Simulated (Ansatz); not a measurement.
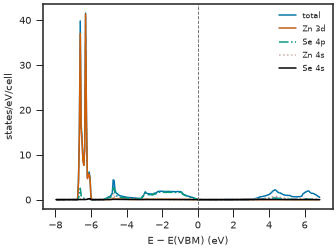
Fig. 1. Total and projected density of states of ZnSe (zinc blende, space group No. 216), DFT-r²SCAN in the program Ansatz with PAW potentials

Question: Which orbitals carry the states next to the gap?

Answer: Top 1 eV of the valence band: Se 4p 91 %, Zn 3d 5 %. Bottom 1 eV of the conduction band: Zn 4s 60 %, Se 4s 22 %, Se 4p 16 %. Projections are on Löwdin-orthogonalised atomic valence shells; empty p or d shells of many metals are not among them.

Question: Where is the tallest occupied peak in this window, and what makes it?

Answer: Near -6.3 eV, about 42 states/eV per cell; the largest projected share is Zn 3d.

Space group F-43m (zinc blende). The r²SCAN relaxation kept the symmetry of its start. Spin–orbit coupling is left out wherever it is not named.

Potentials: the earlier of the program's two PAW sets.
